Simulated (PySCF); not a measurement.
## Electronic structure of CH$_{5}$NO$_{2}$Si (SMILES O=CN[SiH2]O) in real space

Input file:

```
{"job": {"kind": "nmr", "xc": "PBE0", "basis": "pcSseg-1"}, "charge": 0, "multiplicity": 1}
O      1.140369     0.736996    -1.387826
C      1.446602     0.207353    -0.340985
N      0.585156    -0.276901     0.563719
Si    -1.185634    -0.231628     0.397533
O     -1.497999     0.478751    -1.004223
H      2.508929     0.086922    -0.056093
H      0.995471    -0.687575     1.384954
H     -1.614340    -1.627176     0.400476
H     -1.661885     0.564138     1.524663
H     -0.707786     0.753773    -1.504746
```

Launched as:

```sh
OMP_NUM_THREADS=1 python probes_run.py task.json out
```

Geometry: GFN2-xTB.

These are results of PySCF, PBE0/pcSseg-1, SCF density, gas phase, non-relativistic, not measurements.

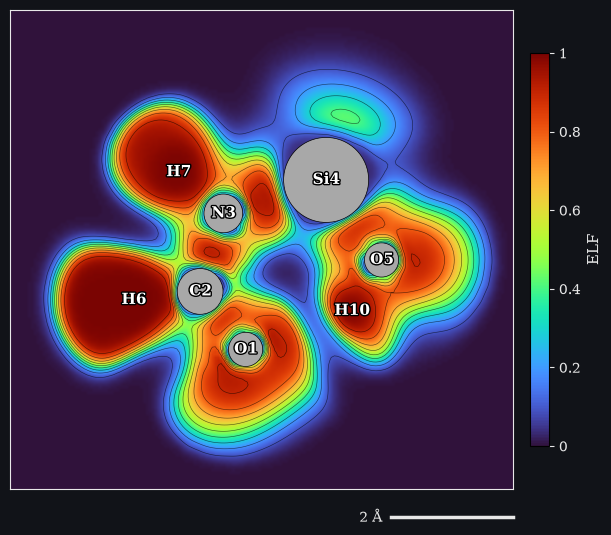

Figure 1. ELF on the plane of atoms Si4, O5 and H10. Grey discs cover the atomic cores.

**Describe what can be read from this map.**

Atoms in the plane: O, C, N, Si and H. C–O (1.21 Å): the ELF peaks at about 0.85 between the atoms: a short, multiple covalent bond. C–N (1.34 Å): the ELF peaks at about 0.90 between the atoms: a covalent bond. Si–O (1.60 Å): the ELF peaks at about 0.85 between the atoms, as expected for a polar covalent bond. Si–N (1.78 Å): the ELF peaks at about 0.95 between the atoms (a shared but strongly polarised pair). O–H (0.97 Å): the ELF climbs to about 1 towards the hydrogen, as it does in any bond to H (a covalent bond by its length). The ELF also peaks beside O1 and O5, away from the bonds: lone-pair regions.

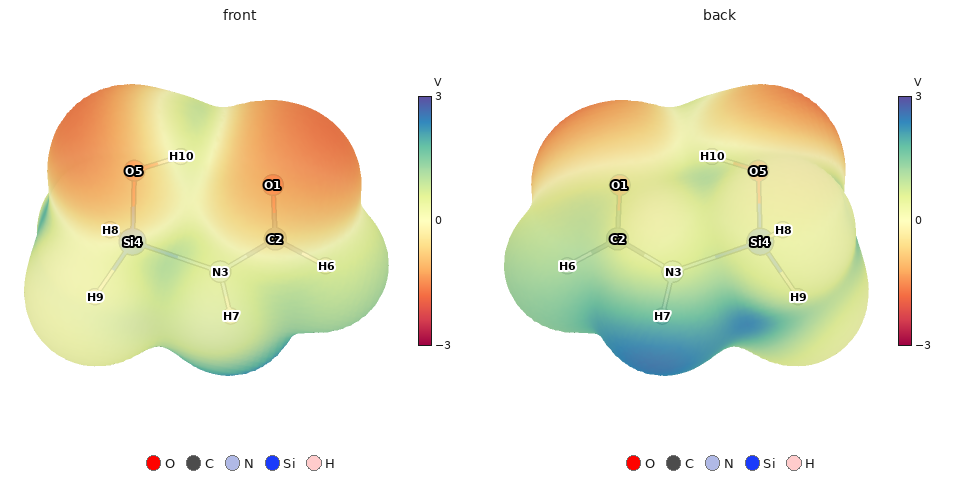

Figure 2. The electrostatic potential painted on the density surface at 0.002 e/bohr³, seen from the front and from behind; red is negative and blue positive.

**Where is the surface potential most negative and most positive?**

The most negative region (about −1.7 V, or −39 kcal/mol for a unit charge) lies over O1, the most positive (about +2.5 V, or +58 kcal/mol for a unit charge) over H7. O1 is the likeliest acceptor of a hydrogen bond.

**How polar is the molecule by this calculation?**

Its dipole moment is 4.05 D.
